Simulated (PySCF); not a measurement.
# C4H12Si (tetramethylsilane): levels of theory compared

Aim: a comparison of 6 runs (HF/STO-3G, HF/3-21G, B2PLYP/6-31G*, B3LYP/6-31G*, wB97X/6-31G*, SCS-MP2/6-31G*) of C4H12Si (tetramethylsilane). The job is set up through a Python script.

The calculation is run with PySCF 2.14.0.

1 further run of the same task is left out (set aside as unsound or not needed).

**1. Starting point**

C4H12Si has 17 atoms, charge 0, and is taken as a singlet. As SMILES, `C[Si](C)(C)C`. The C5–H16 distance was set to 1.421 Å, away from the relaxed value.

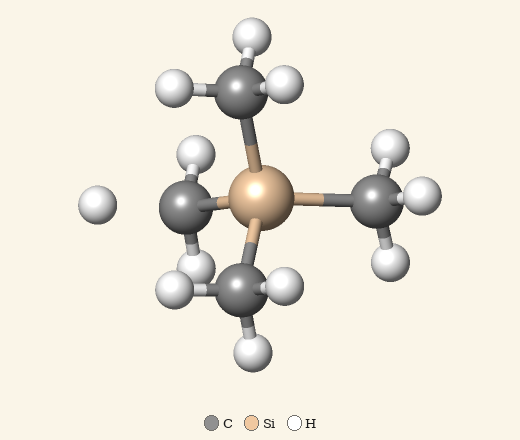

Viewed from a chosen angle; carbon grey, silicon light orange, hydrogen white.

**2. A single-point energy at HF/STO-3G (run 1)**

Input file start.xyz:

```xyz
17

C     -0.425579     1.005231    -1.914346
Si    -0.056349     0.146581    -0.287976
C      1.565531     0.787181     0.403304
C      0.072511    -1.702999    -0.572856
C     -1.437709     0.496811     0.931834
H     -0.505769     2.087481    -1.780276
H     -1.367859     0.652131    -2.342256
H      0.363721     0.818261    -2.647656
H      1.809411     0.301861     1.352344
H      1.520151     1.864891     0.582594
H      2.391281     0.599321    -0.288446
H      0.287011    -2.232159     0.359684
H      0.871861    -1.938739    -1.280776
H     -0.859949    -2.106129    -0.977426
H     -2.398119     0.133691     0.555764
H     -1.193700    -0.138250     2.179960
H     -1.537359     1.569681     1.118134
```

Input file job.py:

```python
from pyscf import gto, scf

mol = gto.M(
    atom='start.xyz',
    charge=0,
    spin=0,
    basis='sto-3g',
    verbose=3,
    max_memory=1860,
)

mf = scf.RHF(mol)
mf.conv_tol = 1e-10
mf.kernel()
if not mf.converged:
    mf = mf.newton().run(mf.mo_coeff, mf.mo_occ)

e_tot = mf.e_tot
print('E = %.10f Eh' % e_tot)
```

Started as:

```bash
$ OMP_NUM_THREADS=1 python job.py
```

The program printed:

```text
converged SCF energy = -442.236646332779
E = -442.2366463328 Eh
```

It took 2.1 s on 1 thread of Intel Xeon at 2.70GHz, shared host; peak memory 0.1 GiB.

**3. The energy at HF/3-21G (run 2)**

Input file job.py:

```python
from pyscf import gto

mol = gto.M(
    atom='''
C     -0.804228     1.899611    -3.617590
Si    -0.106484     0.276998    -0.544196
C      2.958425     1.487557     0.762134
C      0.137026    -3.218202    -1.082541
C     -2.716876     0.938837     1.760911
H     -0.955765     3.944767    -3.364234
H     -2.584879     1.232349    -4.426222
H      0.687333     1.546289    -5.003345
H      3.419291     0.570435     2.555560
H      2.872669     3.524133     1.100943
H      4.518866     1.132553    -0.545084
H      0.542372    -4.218169     0.679704
H      1.647579    -3.663686    -2.420316
H     -1.625068    -3.980007    -1.847067
H     -4.531788     0.252639     1.050242
H     -2.255766    -0.261255     4.119527
H     -2.905187     2.966267     2.112967
''',
    unit='bohr',
    verbose=3,
    max_memory=1860,
    basis='3-21g',
    spin=0,
)

mf = mol.RHF()
mf.conv_tol = 1e-10
mf.kernel()
if not mf.converged:
    mf = mf.newton().run(mf.mo_coeff, mf.mo_occ)

energy = mf.e_tot
print('Final energy', energy)
```

Started as:

```bash
$ OMP_NUM_THREADS=1 python job.py
```

The program printed:

```text
converged SCF energy = -445.002493419572
Final energy -445.0024934195724
```

Run time: 2.1 s. Hardware: 1 thread of Intel Xeon at 2.70GHz, shared host; peak memory 0.15 GiB.

Runs 3 to 4 aren't shown in full; the table further down has their settings and results.

**4. A single-point energy at wB97X/6-31G(d) (spherical functions) (run 5)**

Input file job.py:

```python
from pyscf import gto, dft

mol = gto.M(
    atom=[
    ('C', (-0.425579, 1.005231, -1.914346)),
    ('Si', (-0.056349, 0.146581, -0.287976)),
    ('C', (1.565531, 0.787181, 0.403304)),
    ('C', (0.072511, -1.702999, -0.572856)),
    ('C', (-1.437709, 0.496811, 0.931834)),
    ('H', (-0.505769, 2.087481, -1.780276)),
    ('H', (-1.367859, 0.652131, -2.342256)),
    ('H', (0.363721, 0.818261, -2.647656)),
    ('H', (1.809411, 0.301861, 1.352344)),
    ('H', (1.520151, 1.864891, 0.582594)),
    ('H', (2.391281, 0.599321, -0.288446)),
    ('H', (0.287011, -2.232159, 0.359684)),
    ('H', (0.871861, -1.938739, -1.280776)),
    ('H', (-0.859949, -2.106129, -0.977426)),
    ('H', (-2.398119, 0.133691, 0.555764)),
    ('H', (-1.193700, -0.138250, 2.179960)),
    ('H', (-1.537359, 1.569681, 1.118134)),
],
    charge=0,
    max_memory=1860,
    basis='6-31g*',
    verbose=3,
)

myscf = dft.RKS(mol, xc='wb97x')
myscf.conv_tol = 1e-10
myscf.grids.level = 5
myscf.kernel()
if not myscf.converged:
    myscf = myscf.newton().run(myscf.mo_coeff, myscf.mo_occ)

energy = myscf.e_tot
print('E = %.10f Eh' % energy)
```

Started as:

```bash
$ OMP_NUM_THREADS=1 python job.py
```

The program printed:

```text
converged SCF energy = -449.079516353644
E = -449.0795163536 Eh
```

It took 64 s on 1 thread of Intel Xeon at 2.70GHz, shared host; peak memory 0.52 GiB.

**5. The energy at SCS-MP2/6-31G(d) (spherical functions) (run 6)**

Input file run.py:

```python
from pyscf import gto, mp

mol = gto.Mole()
mol.atom = '''
C     -0.425579     1.005231    -1.914346
Si    -0.056349     0.146581    -0.287976
C      1.565531     0.787181     0.403304
C      0.072511    -1.702999    -0.572856
C     -1.437709     0.496811     0.931834
H     -0.505769     2.087481    -1.780276
H     -1.367859     0.652131    -2.342256
H      0.363721     0.818261    -2.647656
H      1.809411     0.301861     1.352344
H      1.520151     1.864891     0.582594
H      2.391281     0.599321    -0.288446
H      0.287011    -2.232159     0.359684
H      0.871861    -1.938739    -1.280776
H     -0.859949    -2.106129    -0.977426
H     -2.398119     0.133691     0.555764
H     -1.193700    -0.138250     2.179960
H     -1.537359     1.569681     1.118134
'''
mol.basis = '6-31g*'
mol.verbose = 3
mol.spin = 0
mol.max_memory = 1860
mol.build()

calc0 = mol.RHF()
calc0.conv_tol = 1e-10
calc0.kernel()
if not calc0.converged:
    calc0 = calc0.newton().run(calc0.mo_coeff, calc0.mo_occ)

pt = mp.MP2(calc0, frozen=9).run()
e_tot = calc0.e_tot + 1.2 * pt.e_corr_os + pt.e_corr_ss / 3
print('Final energy', e_tot)
```

Started as:

```bash
$ OMP_NUM_THREADS=1 python run.py
```

The program printed:

```text
converged SCF energy = -447.36906897402
E(RMP2) = -447.97796571243  E_corr = -0.608896738409574
E(SCS-RMP2) = -447.98243078004  E_corr = -0.613361806019484
Final energy -447.9824307800395
```

Wall time 4.5 s (1 thread of Intel Xeon at 2.70GHz, shared host); peak memory 0.26 GiB.

**6. The series**

```tsv
run	level	frozen core orbitals	integration grid	energy (Eh)	dipole moment (D) of the reference	HOMO energy (eV)	LUMO energy (eV)	wall time
1	HF/STO-3G	–	–	-442.236646	0.22	-9.75	11.87	2.1 s
2	HF/3-21G	–	–	-445.002493	0.35	-11.21	5.57	2.1 s
3	B2PLYP/6-31G* (spherical functions)	9	5	-448.763498	0.37	-9.27	2.77	39 s
4	B3LYP/6-31G* (spherical functions)	–	5	-449.150417	0.35	-7.83	1.21	46 s
5	wB97X/6-31G* (spherical functions)	–	5	-449.079516	0.32	-10.48	3.64	64 s
6	SCS-MP2/6-31G* (spherical functions)	9	–	-447.982431	0.42	-11.31	4.98	4.5 s
```

**7. What came out**

| quantity | value |
| --- | --- |
| run 6: total energy | -447.98243 Eh |
| run 6: dipole moment (Hartree–Fock density) | 0.42 D |
| run 6: HOMO energy (Hartree–Fock orbitals) | -11.31 eV |
| run 6: LUMO energy (Hartree–Fock orbitals) | 4.98 eV |
| run 6: HOMO–LUMO gap (Hartree–Fock orbitals) | 16.29 eV |
| run 6: correlation energy (9 core orbitals frozen) | -613.4 mEh |

What this shows: Over runs 1, 2, 3, 4, 5 the dipole moment (its size) runs from 0.22 D (HF/STO-3G) to 0.37 D (B2PLYP/6-31G*). The two ends differ in method and basis. A double hybrid's value is that of its SCF part. Over runs 1, 2, 3, 4, 5 the HOMO–LUMO gap runs from 9.03 eV (B3LYP/6-31G*) to 21.63 eV (HF/STO-3G). Totals of different functionals can't be ranked against each other. In run 1 the basis is minimal, so the values are rough. All runs together took 2.6 min, the longest 64 s.
